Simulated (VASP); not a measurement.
## GW on BN (Qingsongite)

Wanted: how far GW moves the Kohn-Sham levels of BN (Qingsongite). The cell is of the zinc-blende type. The start is a cell from a database of measured crystal structures.

Calculated with VASP 6.6.1; PBE; plane waves and PAW (N_GW, B_GW), in the first sound run; inputs show where later runs differ.

### 1. Starting point

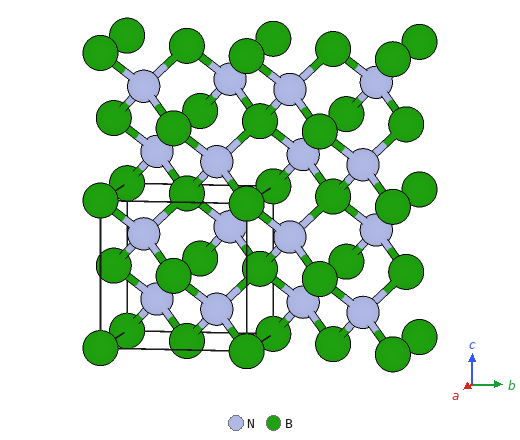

The cell as given, slightly off an axis (nitrogen light blue, boron green). 1×2×2 cells are drawn. This picture shows the conventional cell, with its axes. Bonds to atoms that aren't drawn are left out. Some periodic images of atoms are drawn too.

Coordinates:

```xyz
2
Lattice="0.0000 1.8075 1.8075 1.8075 0.0000 1.8075 1.8075 1.8075 0.0000" Properties=species:S:1:pos:R:3 pbc="T T T"
N     2.7113    2.7113    2.7113
B     0.0000    0.0000    0.0000
```

### 2. Ground state

The orbitals come from a self-consistent PBE run with a tight EDIFF and a narrow smearing. KPOINTS_OPT adds the bands along a path, which shows whether the mesh holds the band edges.

File INCAR:

```
SYSTEM = BN
PREC = Accurate
ENCUT = 450
EDIFF = 1E-08
NELM = 100
ISMEAR = 0
SIGMA = 0.01
LREAL = .FALSE.
ALGO = Normal
GGA = PE
NBANDS = 10
LORBIT = 11
LWAVE = .TRUE.
LCHARG = .FALSE.
KPAR = 8
```

File POSCAR:

```
BN
1.0
    0.0000000000      1.8075000000      1.8075000000
    1.8075000000      0.0000000000      1.8075000000
    1.8075000000      1.8075000000      0.0000000000
N B
1 1
Direct
    0.7500000000      0.7500000000      0.7500000000
    0.0000000000      0.0000000000      0.0000000000
```

File KPOINTS:

```
Automatic mesh
0
Gamma
6 6 6
0 0 0
```

File KPOINTS_OPT:

```
Line mode
12
Line-mode
Reciprocal
  0.00000000   0.00000000   0.00000000 GAMMA
  0.50000000   0.00000000   0.50000000 X

  0.50000000   0.00000000   0.50000000 X
  0.50000000   0.25000000   0.75000000 W

  0.50000000   0.25000000   0.75000000 W
  0.37500000   0.37500000   0.75000000 K

  0.37500000   0.37500000   0.75000000 K
  0.00000000   0.00000000   0.00000000 GAMMA

  0.00000000   0.00000000   0.00000000 GAMMA
  0.50000000   0.50000000   0.50000000 L

  0.50000000   0.50000000   0.50000000 L
  0.62500000   0.25000000   0.62500000 U

  0.62500000   0.25000000   0.62500000 U
  0.50000000   0.25000000   0.75000000 W

  0.50000000   0.25000000   0.75000000 W
  0.50000000   0.50000000   0.50000000 L

  0.50000000   0.50000000   0.50000000 L
  0.37500000   0.37500000   0.75000000 K

  0.62500000   0.25000000   0.62500000 U
  0.50000000   0.00000000   0.50000000 X
```

The projector-augmented-wave data sets are N_GW and B_GW (PBE family, release 64).

The run is started by

```console
> mpirun -np 8 vasp_std
```

What it wrote:

```text
[banner, memory and clock lines left out]
running    8 mpi-ranks, on    1 nodes
 distrk:  each k-point on    1 cores,    8 groups
 distr:  one band on    1 cores,    1 groups

 POSCAR found type information on POSCAR N B
 POSCAR found :  2 types and       2 ions
|                                                                             |
|           W    W    AA    RRRRR   N    N  II  N    N   GGGG   !!!           |
|           W    W   A  A   R    R  NN   N  II  NN   N  G    G  !!!           |
|           W    W  A    A  R    R  N N  N  II  N N  N  G       !!!           |
|           W WW W  AAAAAA  RRRRR   N  N N  II  N  N N  G  GGG   !            |
|           WW  WW  A    A  R   R   N   NN  II  N   NN  G    G                |
|           W    W  A    A  R    R  N    N  II  N    N   GGGG   !!!           |
|                                                                             |
|     For optimal performance we recommend to set                             |
|       NCORE = 2 up to number-of-cores-per-socket                            |
|     NCORE specifies how many cores store one orbital (NPAR=cpu/NCORE).      |
|     This setting can greatly improve the performance of VASP for DFT.       |
|     The default, NCORE=1 might be grossly inefficient on modern             |
|     multi-core architectures or massively parallel machines. Do your        |
|     Unfortunately you need to use the default for GW and RPA                |
|     calculations (for HF NCORE is supported but not extensively tested      |
|     yet).                                                                   |
|                                                                             |

 LDA part: xc-table for (Slater+PW92), standard interpolation
 POSCAR, INCAR and KPOINTS ok, starting setup
 FFT: planning ... GRIDC
 FFT: planning ... GRID_SOFT
 FFT: planning ... GRID
 WAVECAR not read
 entering main loop
       N       E                     dE             d eps       ncg     rms          rms(c)
DAV:   1     0.250081000667E+02    0.25008E+02   -0.50098E+03   320   0.795E+02
DAV:   2    -0.174886346214E+02   -0.42497E+02   -0.40792E+02   366   0.241E+02
DAV:   3    -0.183785720463E+02   -0.88994E+00   -0.88866E+00   398   0.302E+01
DAV:   4    -0.183816920660E+02   -0.31200E-02   -0.31196E-02   370   0.182E+00
DAV:   5    -0.183817132351E+02   -0.21169E-04   -0.21169E-04   396   0.149E-01    0.605E+00
DAV:   6    -0.175349198663E+02    0.84679E+00   -0.28633E+00   434   0.142E+01    0.229E+00
DAV:   7    -0.174572336591E+02    0.77686E-01   -0.87000E-02   450   0.308E+00    0.118E+00
DAV:   8    -0.174430792990E+02    0.14154E-01   -0.38444E-02   460   0.197E+00    0.142E-01
DAV:   9    -0.174434977751E+02   -0.41848E-03   -0.10571E-03   352   0.312E-01    0.384E-02
DAV:  10    -0.174434987764E+02   -0.10012E-05   -0.90310E-05   384   0.103E-01    0.934E-03
DAV:  11    -0.174435031982E+02   -0.44218E-05   -0.69851E-06   372   0.258E-02    0.368E-03
DAV:  12    -0.174435030509E+02    0.14723E-06   -0.83639E-07   426   0.948E-03    0.451E-04
DAV:  13    -0.174435031030E+02   -0.52093E-07   -0.25602E-08   354   0.153E-03    0.721E-05
DAV:  14    -0.174435031159E+02   -0.12902E-07   -0.83317E-10   224   0.303E-04    0.288E-05
DAV:  15    -0.174435031148E+02    0.10959E-08   -0.71224E-11   194   0.134E-04
   1 F= -.17443503E+02 E0= -.17443503E+02  d E =-.177632E-64
 Start KPOINTS_OPT (optional k-point list driver)
k-point batch [1-16\120]
       N       E                     dE             ncg
DAV:   1     0.787046535747E+03   -0.41953E+04      320
DAV:   2     0.403642791721E+02   -0.74668E+03      382
DAV:   3     0.268485077724E+02   -0.13516E+02      426
DAV:   4     0.268067007416E+02   -0.41807E-01      376
DAV:   5     0.268064511176E+02   -0.24962E-03      386
DAV:   6     0.268064489262E+02   -0.21915E-05      386
DAV:   7     0.268064488998E+02   -0.26320E-07      394
DAV:   8     0.268064488993E+02   -0.53877E-09      372
[...]
k-point batch [113-120\120]
       N       E                     dE             ncg
DAV:   1     0.364638178481E+04   -0.31377E+04      160
DAV:   2     0.331906883463E+04   -0.32731E+03      192
DAV:   3     0.331178871208E+04   -0.72801E+01      222
DAV:   4     0.331177366580E+04   -0.15046E-01      184
DAV:   5     0.331177356553E+04   -0.10028E-03      206
DAV:   6     0.331177356504E+04   -0.49021E-06      206
DAV:   7     0.331177356504E+04   -0.39472E-09      210
 writing wavefunctions
```

Elapsed: 1.8 s, on 8 MPI ranks of AMD EPYC 9R45, shared host; peak memory 0.76 GiB.

Lines that name or quote the potential files are left out of all logs, and their timing lines are given in words.

From OUTCAR (step 2):

```text
ion  position               nearest neighbor table
   1  0.750  0.750  0.750-   2 1.57   2 1.57   2 1.57   2 1.57
   2  0.000  0.000  0.000-   1 1.57   1 1.57   1 1.57   1 1.57

  LATTYP: Found a face centered cubic cell.
 ALAT       =     3.6150000000

 Subroutine GETGRP returns: Found 24 space group operations
 (whereof 24 operations were pure point group operations)

The static configuration has the point symmetry T_d .

 Found     16 irreducible k-points:

   k-points           NKPTS =     16   k-points in BZ     NKDIM =     16   number of bands    NBANDS=     10

   dimension x,y,z NGX =    18 NGY =   18 NGZ =   18
   dimension x,y,z NGXF=    36 NGYF=   36 NGZF=   36

   ENCUT  =  450.0 eV  33.07 Ry    5.75 a.u.   4.42  4.42  4.42*2*pi/ulx,y,z

   NELECT =       8.0000    total number of electrons

 k-points in reciprocal lattice and weights: Automatic mesh
   0.00000000  0.00000000  0.00000000       0.005
   0.16666667  0.00000000  0.00000000       0.037
   0.33333333  0.00000000  0.00000000       0.037
   0.50000000  0.00000000  0.00000000       0.019
   0.16666667  0.16666667  0.00000000       0.028
   0.33333333  0.16666667  0.00000000       0.111
   0.50000000  0.16666667  0.00000000       0.111
  -0.33333333  0.16666667  0.00000000       0.111
  -0.16666667  0.16666667  0.00000000       0.056
[...]
-0.33333333  0.33333333  0.16666667       0.111
  -0.33333333  0.50000000  0.16666667       0.056

 average (electrostatic) potential at core
       1 -59.3431       2 -24.4177

 E-fermi :   7.5841

 k-point     1 :       0.0000    0.0000    0.0000
  band No.  band energies     occupation
      1     -12.7698      2.00000
      2       7.4659      2.00000
      3       7.4659      2.00000
      4       7.4659      2.00000
      5      16.2837      0.00000
      6      16.2837      0.00000
      7      16.2837      0.00000
      8      17.8070      0.00000
      9      32.2098      0.00000
    ...

 k-point     2 :       0.1667    0.0000    0.0000
  band No.  band energies     occupation
      1     -12.1008      2.00000
      2       4.4523      2.00000
      3       6.8429      2.00000
      4       6.8429      2.00000
      5      16.8071      0.00000
      6      17.1956      0.00000
      7      17.1956      0.00000
      8      19.7010      0.00000
      9      31.4659      0.00000
    ...

 k-point     3 :       0.3333    0.0000    0.0000
  band No.  band energies     occupation
      1     -10.2379      2.00000
      2      -0.4052      2.00000
      3       5.9031      2.00000
      4       5.9031      2.00000
      5      17.3685      0.00000
      6      18.1189      0.00000
      7      18.1189      0.00000
      8      22.0030      0.00000
      9      30.6953      0.00000
    ...

  Total       -0.0438754     -0.0438754     -0.0438754      0.0000000      0.0000000     -0.0000000
  in kB       -5.9520578     -5.9520578     -5.9520578      0.0000000      0.0000000     -0.0000000
  external PRESSURE =      -5.9520578 kB  Pullay stress =       0.0000000 kB

  energy-cutoff  :      450.00
  volume of cell :       11.81
      direct lattice vectors                 reciprocal lattice vectors
     0.000000000  1.807500000  1.807500000    -0.276625173  0.276625173  0.276625173
     1.807500000  0.000000000  1.807500000     0.276625173 -0.276625173  0.276625173
     1.807500000  1.807500000  0.000000000     0.276625173  0.276625173 -0.276625173

 POSITION                                       TOTAL-FORCE (eV/Angst)
 -----------------------------------------------------------------------------------
      2.71125      2.71125      2.71125         0.000000     -0.000000     -0.000000
      0.00000      0.00000      0.00000        -0.000000      0.000000      0.000000
 -----------------------------------------------------------------------------------
    total drift:                               -0.000001     -0.000001     -0.000001

  FREE ENERGIE OF THE ION-ELECTRON SYSTEM (eV)
  ---------------------------------------------------
  free  energy   TOTEN  =       -17.4435031148 eV

  energy  without entropy=      -17.4435031148  energy(sigma->0) =      -17.44350311

 total charge
# of ion       s       p       d       tot
------------------------------------------
    1        1.177   2.687   0.000   3.864
    2        0.641   1.258   0.000   1.898
--------------------------------------------------
tot          1.818   3.945   0.000   5.763

[... 3 further parts left out ...]
```

Numbers from this step:

```
free energy (TOTEN)               : -17.44 eV
Fermi energy                      : 7.584 eV
pressure                          : -0.5952 GPa
least gap on mesh and path        : 4.458 eV
least direct gap on mesh and path : 8.818 eV
```

The highest empty bands on the path are converged less tightly, to about 0.1 eV. Electronic bands along the path, in eV, zero at the valence-band top; v1 is the highest filled band, c1 the lowest empty one:

```tsv
point	v3	v2	v1	c1	c2	c3	c4
Γ	0.00	0.00	0.00	8.82	8.82	8.82	10.34
X	-8.92	-4.91	-4.91	4.46	9.23	17.93	17.93
W	-7.59	-6.97	-6.51	9.60	13.31	14.51	14.65
K	-8.13	-7.67	-4.08	6.91	12.87	15.83	16.69
Γ	0.00	0.00	0.00	8.82	8.82	8.82	10.34
L	-10.70	-1.94	-1.94	10.14	10.71	10.71	15.26
U	-8.13	-7.67	-4.08	6.91	12.87	15.83	16.69
W	-7.59	-6.97	-6.51	9.60	13.31	14.51	14.65
L	-10.70	-1.94	-1.94	10.14	10.71	10.71	15.26
K	-8.13	-7.67	-4.08	6.91	12.87	15.83	16.69
jump to U	-8.13	-7.67	-4.08	6.91	12.87	15.83	16.69
X	-8.92	-4.91	-4.91	4.46	9.23	17.93	17.93
```

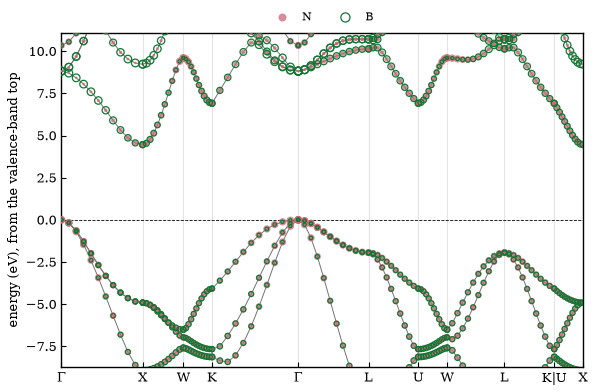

Electronic bands along the path; dots are coloured as in the legend, and their area grows with the weight.

The cell has a gap of 4.46 eV on mesh and path.

### 3. Empty bands, functional PBE

ALGO = Exact makes the empty bands from the converged ground state in one step. LOPTICS writes the k-derivatives of the orbitals (WAVEDER), which give the long-wavelength limit of the screening.

File INCAR:

```
SYSTEM = BN
PREC = Accurate
ENCUT = 450
ISMEAR = 0
SIGMA = 0.01
LREAL = .FALSE.
GGA = PE
NBANDS = 40
ALGO = Exact
NELM = 1
LWAVE = .TRUE.
LCHARG = .FALSE.
LOPTICS = .TRUE.
NEDOS = 1000
CSHIFT = 0.1
```

POSCAR is that of step 2.

KPOINTS is that of step 2.

The run is started by

```console
> mpirun -np 8 vasp_std
```

What it wrote:

```text
[banner, memory and clock lines left out]
running    8 mpi-ranks, on    1 nodes
 distrk:  each k-point on    8 cores,    1 groups
 distr:  one band on    1 cores,    8 groups

 POSCAR found type information on POSCAR N B
 POSCAR found :  2 types and       2 ions
 [... a notice as in an earlier step ...]

 LDA part: xc-table for (Slater+PW92), standard interpolation
 found WAVECAR, reading the header
  number of bands has changed, file:    10 present:    40
  trying to continue reading WAVECAR, but it might fail
 POSCAR, INCAR and KPOINTS ok, starting setup
 FFT: planning ... GRIDC
 FFT: planning ... GRID_SOFT
 FFT: planning ... GRID
 reading WAVECAR
 random initialization beyond band           10
 the WAVECAR file was read successfully
 initial charge from wavefunction
 entering main loop
       N       E                     dE             d eps       ncg     rms          rms(c)
DIA:   1    -0.174435031143E+02   -0.17444E+02    0.00000E+00     0   0.000E+00
   1 F= -.17443503E+02 E0= -.17443503E+02  d E =-.570349E-85
 writing wavefunctions
 optical routines
 imaginary and real dielectric function
 recalculating local potential from charge density
 direction            1
 direction            2
 direction            3
```

The job ended after 1.4 s (8 MPI ranks; peak memory 0.69 GiB; 6.1 s of CPU time).

OUTCAR, selected parts (step 3):

```text
The static configuration has the point symmetry T_d .

 Found     16 irreducible k-points:

   k-points           NKPTS =     16   k-points in BZ     NKDIM =     16   number of bands    NBANDS=     40

   NELECT =       8.0000    total number of electrons

 E-fermi :   7.6026

 k-point     2 :       0.1667    0.0000    0.0000
  band No.  band energies     occupation
      1     -12.1008      2.00000
      2       4.4523      2.00000
      3       6.8429      2.00000
      4       6.8429      2.00000
      5      16.8071      0.00000
      6      17.1956      0.00000
      7      17.1956      0.00000
      8      19.7010      0.00000
      9      31.4640      0.00000
    ...

 k-point     4 :       0.5000    0.0000    0.0000
  band No.  band energies     occupation
      1      -8.5537      2.00000
      2      -3.2294      2.00000
      3       5.5213      2.00000
      4       5.5213      2.00000
      5      17.6033      0.00000
      6      18.1727      0.00000
      7      18.1727      0.00000
      8      22.7282      0.00000
      9      30.9290      0.00000
    ...

  Total       -0.0438611     -0.0438611     -0.0438611      0.0000000      0.0000000     -0.0000000
  in kB       -5.9501069     -5.9501069     -5.9501069      0.0000000      0.0000000     -0.0000000
  external PRESSURE =      -5.9501069 kB  Pullay stress =       0.0000000 kB

 POSITION                                       TOTAL-FORCE (eV/Angst)
 -----------------------------------------------------------------------------------
      2.71125      2.71125      2.71125         0.000000      0.000000     -0.000000
      0.00000      0.00000      0.00000        -0.000000     -0.000000      0.000000
 -----------------------------------------------------------------------------------
    total drift:                               -0.000001     -0.000001     -0.000001

  FREE ENERGIE OF THE ION-ELECTRON SYSTEM (eV)
  ---------------------------------------------------
  free  energy   TOTEN  =       -17.4435031143 eV

  energy  without entropy=      -17.4435031143  energy(sigma->0) =      -17.44350311

 plasma frequency squared (from intraband transitions) (eV^2)
  --------------------------------------------------------------------------------------
       0.000       0.000      -0.000
      -0.000       0.000       0.000
       0.000      -0.000       0.000

[... 12 parts as in an earlier step ...]
```

WAVECAR now holds 40 bands for 8 electrons. Its independent-particle dielectric tensor has xx, yy, zz = 4.8, 4.8, 4.8 on this mesh, which isn't tested for convergence; a coarse zone-centred mesh tends to overstate it, local fields are missing, and the same mesh feeds the screening.

[end of part 1 of 5]

[Lines on the potential files, build, host, timing and source positions are cut from VASP's logs without a mark.]

[Logs are printed without paths, hosts, clocks, repeated set-up lines and the standing remarks that a program may print on its own settings, such as how far it seeks lower states.]

[Hosts, paths, dates, database ids (printed as entryN), source tags and the programs' standing remarks are cut or masked in the printed files.]

[Measured values are set beside computed ones only where the two were judged alike; some that the calculation misses by far are left out.]

[Pressures printed for these runs are not shown converged in the cutoff: they can be off by several GPa and have the wrong sign.]
